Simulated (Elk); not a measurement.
## Bands of Cr3PtN in the lowest magnetic state tried

Aim: the bands and densities of states of Cr3PtN in the lowest state of several starts.

Main program and level: Elk 11.2.3 (patched build); LDA (Perdew-Wang); all-electron APW+lo, Dirac cores, scalar-relativistic bands.

## Step 1: Starting point

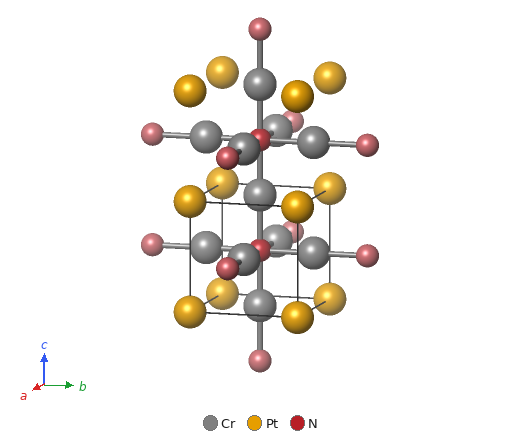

The starting structure, seen slightly off an axis (chromium grey, platinum orange, nitrogen red). 1×1×2 cells are drawn. Some periodic images of atoms are drawn too.

The cell comes from a database of computed structures and need not be the stable phase.

## Step 2: Ground-state run

Bands and densities of states are read from a converged potential, so the magnetic state comes first.

This is the lowest of the starts that converged (ferri ++-).

Moments are seeded by fields in the spheres (the last three columns under atoms), set against the wanted direction and reduced each loop.

elk.in

```
tasks
  0

xctype
  3

rgkmax
  7.5

nempty
  12

swidth
  0.003

reducebf
  0.5

epsengy
  1e-05

maxscl
  100

lmaxi
  2

spinpol
  .true.

sppath
  './'

avec
  7.39522194582 0.00000000000 0.00000000000
  0.00000000000 7.39522194582 0.00000000000
  0.00000000000 0.00000000000 7.39522194582

atoms
  3
  'Cr.in'
  3
  0.5000000000 0.0000000000 0.5000000000   0.000000 0.000000 -0.125000
  0.0000000000 0.5000000000 0.5000000000   0.000000 0.000000 -0.125000
  0.5000000000 0.5000000000 0.0000000000   0.000000 0.000000 0.125000
  'Pt.in'
  1
  0.0000000000 0.0000000000 0.0000000000   0.000000 0.000000 0.000000
  'N.in'
  1
  0.5000000000 0.5000000000 0.5000000000   0.000000 0.000000 0.000000

ngridk
  6 6 6
```

The run is started by

```sh
$ OMP_NUM_THREADS=4 elk
```

Numbers of over 12 decimals in the logs are rounded to 6 here.

What it wrote:

```text
Warning(gndstate): core states of species 2 leak from the muffin-tin :   0.1535235163E-03

--- INFO.OUT ---
┌─────────────────────────┐
│ Elk code version 11.2.3 │
└─────────────────────────┘

All units are atomic (Hartree, Bohr, etc.)

┌─────────────────────────────────────────────────┐
│ Ground-state run starting from atomic densities │
└─────────────────────────────────────────────────┘

Lattice vectors :
   7.395221946       0.000000000       0.000000000
   0.000000000       7.395221946       0.000000000
   0.000000000       0.000000000       7.395221946

Species : 1 (Cr)
 parameters loaded from : Cr.in
 name : chromium
 nuclear charge    :   -24.00000000
 electronic charge :    24.00000000
 atomic mass :    94783.09202
 muffin-tin radius :    2.084349127
 number of radial points in muffin-tin :    497
 inner part over the whole radius :   0.9963352826E-02
 number on inner part of muffin-tin    :    349
 approximate nuclear radius :   0.6987106690E-04
 number of mesh points to nuclear radius :    166
 atomic positions (lattice), magnetic fields (Cartesian) :
  1 :   0.50000000  0.00000000  0.50000000    0.00000000  0.00000000 -0.12500000
  2 :   0.00000000  0.50000000  0.50000000    0.00000000  0.00000000 -0.12500000
  3 :   0.50000000  0.50000000  0.00000000    0.00000000  0.00000000  0.12500000

Species : 2 (Pt)
 parameters loaded from : Pt.in
 name : platinum
 nuclear charge    :   -78.00000000
 electronic charge :    78.00000000
 atomic mass :    355605.4401
 muffin-tin radius :    2.800000000
 number of radial points in muffin-tin :    697
 inner part over the whole radius :   0.9830782365E-02
 number on inner part of muffin-tin    :    500
 approximate nuclear radius :   0.1029052813E-03
 number of mesh points to nuclear radius :    262
 atomic positions (lattice), magnetic fields (Cartesian) :
  1 :   0.00000000  0.00000000  0.00000000    0.00000000  0.00000000  0.00000000

Species : 3 (N)
 parameters loaded from : N.in
 name : nitrogen
 nuclear charge    :   -7.000000000
 electronic charge :    7.000000000
 atomic mass :    25532.65216
 muffin-tin radius :    1.563261846
 number of radial points in muffin-tin :    297
 inner part over the whole radius :   0.9871562954E-02
 number on inner part of muffin-tin    :    203
 approximate nuclear radius :   0.4939692610E-04
 number of mesh points to nuclear radius :     86
 atomic positions (lattice), magnetic fields (Cartesian) :
  1 :   0.50000000  0.50000000  0.50000000    0.00000000  0.00000000  0.00000000

Total number of atoms per unit cell :    5
Total muffin-tin volume :    221.7491701
 ratio of muffin-tin to unit cell volume :   0.5482875259

Spin treatment :
 spin-polarised
 global magnetic field (Cartesian) :    0.000000000       0.000000000       0.000000000
 collinear magnetisation in z-direction

Number of Bravais lattice symmetries :   48
Number of crystal symmetries         :   16
Crystal has inversion symmetry
Real symmetric eigensolver will be used

k-point grid :      6     6     6
k-point offset :    0.000000000       0.000000000       0.000000000
k-point set is reduced with full crystal symmetry group
Total number of k-points :       40

Muffin-tin radius times maximum |G+k| :    7.500000000
 using average radius
Maximum |G+k| for APW functions       :    3.532301028
Maximum (1/2)|G+k|²                   :    6.238575277
Maximum |G| for potential and density :    12.00000000
Constant for pseudocharge density :    8
 order of it for each species :   15  15  15
 order of it for pair densities of each species (exact exchange by exxq0 0: 15) :   11  15   5
Radial integration step length :    1

G-vector grid sizes :     30    30    30
Number of G-vectors :    11753

Maximum angular momentum used for
 APW functions            :    8
 outer part of muffin-tin :    6
 inner part of muffin-tin :    2

Number of empty states         :     60
Total number of valence states :    198
Total number of core states    :     80

Third-order local-orbitals added for an l without core states : T
Total number of local-orbitals :    115

Exchange-correlation functional :      3     0     0
 Perdew-Wang/Ceperley-Alder, Phys. Rev. B 45, 13244 (1992)
 gradient requirement :    0
 local density approximation (LDA)

Smearing type :    3
 Fermi-Dirac
Smearing width :   0.3000000000E-02
Effective electronic temperature (K) :    947.3250744

Mixing type :    3
 Broyden mixing, J. Phys. A: Math. Gen. 17, L317 (1984)

Kohn-Sham potential initialised from atomic data

┌──────────────────────────────┐
│ Self-consistent loop started │
└──────────────────────────────┘

┌─────────────────┐
│ Loop number : 1 │
└─────────────────┘

Energies :
 Fermi                       :     0.302717
 sum of occupied eigenvalues :     -13184.268478584
 electron kinetic            :      24301.065664871
 core electron kinetic       :      23187.788219317
 Coulomb                     :     -45447.196531648
 Coulomb potential           :     -36864.765997731
 nuclear-nuclear             :     -2152.2332973167
 electron-nuclear            :     -49776.671828594
 Hartree                     :      6481.7085942629
 Madelung                    :     -27014.813532783
 xc potential                :     -620.38085868770
 xc effective B-field        :    -0.126104
 external B-field            :      0.000000
 exchange                    :     -477.29994275988
 correlation                 :     -14.625278396139
 electron entropic           :    -0.35866719159414E-02
 total energy                :     -21638.059674605
 (external B-field energy excluded from total)

Density of states at Fermi energy :    120.1763057
 (states/Hartree/unit cell)

Estimated indirect band gap :   0.4116168216E-03
 from k-point 39 to k-point 8
Estimated direct band gap   :   0.2759503336E-02
 at k-point 8

Charges :
 core                        :    80.00000000
 valence                     :    77.00000000
 interstitial                :    8.123295991
 muffin-tins (core leakage)
  species : 1 (Cr)
   atom 1                    :    21.34111044     ( -0.3448063479E-05)
   atom 2                    :    21.34111044     ( -0.3448063479E-05)
   atom 3                    :    21.44386964     ( -0.3448063479E-05)
  species : 2 (Pt)
   atom 1                    :    77.75023500     (  0.1777876563E-03)
  species : 3 (N)
   atom 1                    :    7.000378492     ( -0.1800343870E-05)
 total in muffin-tins        :    148.8767040
 total calculated charge     :    156.9986088
 total charge                :    157.0000000
 error                       :   0.1391171361E-02

Moments :
 interstitial                :   0.1333320739
 muffin-tins
  species : 1 (Cr)
   atom 1                    :    1.386551683
   atom 2                    :    1.386551683
   atom 3                    :   -1.561292414
  species : 2 (Pt)
   atom 1                    :   0.1352802101E-01
  species : 3 (N)
   atom 1                    :  -0.3261356767E-02
 total in muffin-tins        :    1.222077616
 total moment                :    1.355409690

[... earlier loops left out ...]

┌──────────────────┐
│ Loop number : 32 │
└──────────────────┘

Energies :
 Fermi                       :     0.386265
 sum of occupied eigenvalues :     -13177.500985335
 electron kinetic            :      24326.526972324
 core electron kinetic       :      23189.230544338
 Coulomb                     :     -45470.434310503
 Coulomb potential           :     -36849.365488201
 nuclear-nuclear             :     -2152.2332973167
 electron-nuclear            :     -49839.781426329
 Hartree                     :      6521.5804131429
 Madelung                    :     -27045.751566403
 xc potential                :     -654.55350238620
 xc effective B-field        :    -0.108967
 external B-field            :      0.000000
 exchange                    :     -478.95182880347
 correlation                 :     -14.675127113573
 electron entropic           :    -0.39801509173864E-02
 total energy                :     -21637.538274247
 (external B-field energy excluded from total)

Density of states at Fermi energy :    132.2467772
 (states/Hartree/unit cell)

Estimated indirect band gap :   0.1246917442E-03
 from k-point 23 to k-point 7
Estimated direct band gap   :   0.3111449494E-02
 at k-point 13

Charges :
 core                        :    80.00000000
 valence                     :    77.00000000
 interstitial                :    7.294925638
 muffin-tins (core leakage)
  species : 1 (Cr)
   atom 1                    :    22.04324428     ( -0.3448133340E-05)
   atom 2                    :    22.04324428     ( -0.3448133340E-05)
   atom 3                    :    22.04327610     ( -0.3448132693E-05)
  species : 2 (Pt)
   atom 1                    :    77.64651096     (  0.1535235163E-03)
  species : 3 (N)
   atom 1                    :    5.928798740     ( -0.1757688238E-05)
 total in muffin-tins        :    149.7050744
 total calculated charge     :    156.9987320
 total charge                :    157.0000000
 error                       :   0.1268026122E-02

Moments :
 interstitial                :   0.7036969457E-01
 muffin-tins
  species : 1 (Cr)
   atom 1                    :    1.192345721
   atom 2                    :    1.192345721
   atom 3                    :   -1.592912415
  species : 2 (Pt)
   atom 1                    :   0.3730970525E-01
  species : 3 (N)
   atom 1                    :  -0.8975343100E-02
 total in muffin-tins        :   0.8201133885
 total moment                :   0.8904830831

┌──────────────────────────────┐
│ Self-consistent loop stopped │
└──────────────────────────────┘

Warning : core states of species 2 leak from the muffin-tin :   0.1535235163E-03

Wrote STATE.OUT
```

It took 4.1 min on 4 threads of Arm Neoverse V2, shared host; peak memory 0.42 GiB.

Spin moment in the muffin-tin sphere by atom:

```tsv
atom	spin moment in the muffin-tin sphere (μB)
Cr1	1.19
Cr2	1.19
Cr3	-1.59
Pt4	0.04
N5	-0.01
```

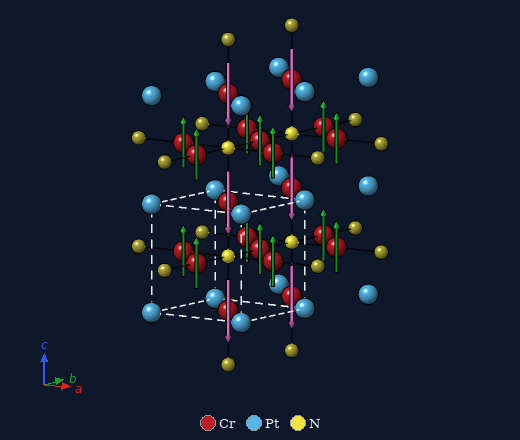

Spin moment in the muffin-tin sphere as arrows, the longest 1.59 μB. Up and down stand for the sign. Arrows give size and sign along the axis of quantisation, drawn up and down the page. The two directions have two colours. 1×2×2 cells are drawn. Some periodic images of atoms are drawn too.

Read from the output:

* density of states at the Fermi level: 4.860 states/eV/cell
* moment between the spheres: 0.07037 μB
* magnetization: 0.8905 μB
* final state: ferrimagnetic

## Step 3: Bands and density of states

The potential is kept. Point names follow a standard table for this cell's lattice and can differ from other conventions. The density of states is interpolated from the levels on the mesh (so its value at the Fermi level can differ from the smeared one of the ground-state run), and the bands are solved anew along a path of special points.

elk.in

```
tasks
  10
  20
  15

xctype
  3

rgkmax
  7.5

nempty
  12

swidth
  0.003

reducebf
  0.5

epsengy
  1e-05

maxscl
  100

lmaxi
  2

spinpol
  .true.

sppath
  './'

avec
  7.39522194582 0.00000000000 0.00000000000
  0.00000000000 7.39522194582 0.00000000000
  0.00000000000 0.00000000000 7.39522194582

atoms
  3
  'Cr.in'
  3
  0.5000000000 0.0000000000 0.5000000000   0.000000 0.000000 -0.000125
  0.0000000000 0.5000000000 0.5000000000   0.000000 0.000000 -0.000125
  0.5000000000 0.5000000000 0.0000000000   0.000000 0.000000 0.000125
  'Pt.in'
  1
  0.0000000000 0.0000000000 0.0000000000   0.000000 0.000000 0.000000
  'N.in'
  1
  0.5000000000 0.5000000000 0.5000000000   0.000000 0.000000 0.000000

ngridk
  6 6 6

wplot
  300 60 1
  -0.35000 0.25000

plot1d
  7 84
  0.00000000 0.00000000 0.00000000
  0.00000000 0.50000000 0.00000000
  0.50000000 0.50000000 0.00000000
  0.00000000 0.00000000 0.00000000
  0.00000000 0.00000000 0.50000000
  0.00000000 0.50000000 0.50000000
  0.50000000 0.50000000 0.50000000
```

The run is started by

```sh
$ OMP_NUM_THREADS=4 elk
```

What it wrote:

```text
┌─────────────────────────────────┐
│ Elk code version 11.2.3 started │
└─────────────────────────────────┘

┌───────────────────┐
│ Current task : 10 │
└───────────────────┘
Info(checkmt): changed muffin-tin radius of species 1 (Cr) from   2.4000 to   2.0843
Info(checkmt): changed muffin-tin radius of species 3 (N) from   1.8000 to   1.5633

Info(writedos):
 Total density of states written to TDOS.OUT

 Partial density of states written to PDOS_Sss_Aaaaa.OUT
 for all species and atoms

 Spin-quantisation axis :    0.000000000       0.000000000       1.000000000

 Eigenvalues of a random matrix symmetrised with the site
 symmetries in the Yₗₘ basis written to ELMIREP.OUT for all
 species and atoms. Degenerate eigenvalues correspond to
 irreducible representations of each site symmetry group

 Interstitial density of states written to IDOS.OUT

 Fermi energy is at zero in plots

 DOS units are states/Hartree/unit cell

┌───────────────────┐
│ Current task : 20 │
└───────────────────┘

Info(bandstr):
 Band structure plot written to BAND.OUT

 Fermi energy is at zero in plot

 Vertex location lines written to BANDLINES.OUT

┌───────────────────┐
│ Current task : 15 │
└───────────────────┘

Info(writelsj):
 muffin-tin L, S and J expectation values written to LSJ.OUT

┌──────────────────┐
│ Elk code stopped │
└──────────────────┘
```

Elapsed: 44 s, on 4 threads; peak memory 0.42 GiB; 2.2 min of CPU time.

The electronic bands at the labelled points (eV, zero at the Fermi level; # counts the bands kept):

```tsv
point	up #15	up #16	up #17	up #18	down #14	down #15	down #16	down #17
Γ	0.41	0.79	0.96	0.96	0.09	0.80	0.86	1.04
X	0.00	0.27	0.35	0.43	-0.83	0.03	0.22	0.23
M	-0.24	0.00	0.33	0.33	-0.82	-0.74	-0.40	-0.40
Γ	0.41	0.79	0.96	0.96	0.09	0.80	0.86	1.04
Z	-0.41	-0.41	-0.32	0.02	-0.10	0.11	0.52	0.52
R	-0.70	-0.65	-0.60	0.32	-0.83	0.07	0.07	0.22
A	-0.22	0.31	0.39	0.39	-0.26	-0.12	0.60	0.60
```

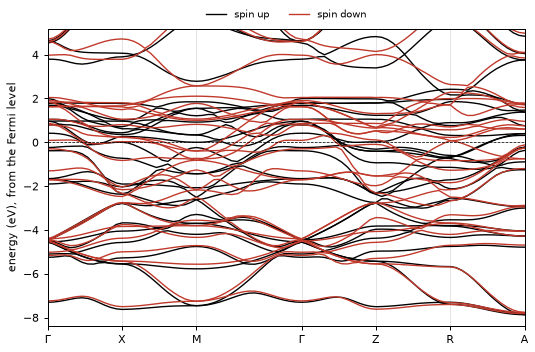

Electronic bands along the path; the two colours are the two spins.

The density of states has structure finer than the step of the table below, so its rows give means over 1 eV, whole bins alone (the curve runs from -9.52 to 6.75 eV). Peaks (eV: height): up -4.2: 4.81, -3.5: 4.11, 0.9: 4.39, 1.3: 5.21; down -4.1: 4.70, -3.4: 4.21, 0.8: 4.40, 1.5: 5.04; Cr1 d up -0.6: 1.23, -0.2: 1.07, 0.9: 1.13, 1.3: 1.03; Cr1 d down 0.1: 0.821, 0.5: 1.17, 0.8: 1.19, 1.5: 1.78; Pt4 d up -4.2: 2.86, -3.5: 2.59, -1.5: 0.614.

Density of states against energy, zero at the Fermi level; means over each step; 7 of 8 lines; values in states/eV/cell:

```tsv
energy (eV)	up	down	Cr1 d up	Cr1 d down	Pt4 d up	Pt4 d down	N5 p up
-9	0	0	0	0	0	0	0
-8	0.189	0.117	0.0136	0.00609	0.00612	0.00426	0.0609
-7	1.47	1.51	0.0771	0.0645	0.0365	0.0374	0.431
-6	1.16	1.13	0.0726	0.0511	0.0694	0.0653	0.387
-5	1.49	1.47	0.111	0.0787	0.296	0.261	0.189
-4	3.37	3.25	0.209	0.140	2.02	1.98	0.0988
-3	1.53	1.62	0.107	0.0643	0.880	1.02	0.0526
-2	2.25	1.86	0.509	0.204	0.274	0.207	0.0214
-1	3.04	2.86	0.859	0.397	0.334	0.339	0.0217
0	2.80	2.65	0.851	0.599	0.274	0.218	0.0555
1	3.67	3.56	0.855	1.09	0.295	0.303	0.0475
2	1.87	2.64	0.259	0.916	0.0473	0.0973	0.108
3	0.585	0.599	0.0857	0.168	0.0250	0.0247	0.0474
4	1.05	0.989	0.176	0.199	0.0239	0.0248	0.113
5	1.20	1.28	0.149	0.222	0.0306	0.0302	0.145
6	0.530	0.610	0.0427	0.0903	0.0178	0.0194	0.0457
```

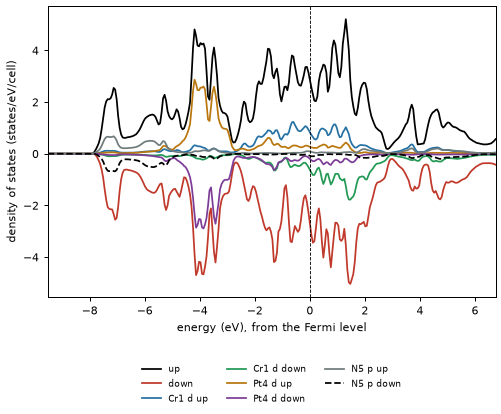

Density of states, plotted against energy. Down spins are drawn negative.

## Step 4: Summary of results

```json
{"state": "ferrimagnetic", "largest moment": "1.59 μB"}
```

What this shows: Right at the Fermi level (the table gives means over its steps) the density of states is 2.9 states/eV a cell for spin up and 2.7 for spin down. The state is the lowest of the starts that converged. These are Kohn–Sham levels without spin–orbit coupling.

[Logs and program files are shortened in this print: banners, set-up blocks, solver, clock and traceback lines can be left out without a mark of their own.]

[Logs are printed without paths, hosts, clocks, repeated set-up lines and the standing remarks that a program may print on its own settings, such as how far it seeks lower states.]

[Hosts, paths, dates, database ids (printed as entryN), source tags and the programs' standing remarks are cut or masked in the printed files.]

[Where a cell is said to come from a database of computed structures, the database is the Materials Project.]
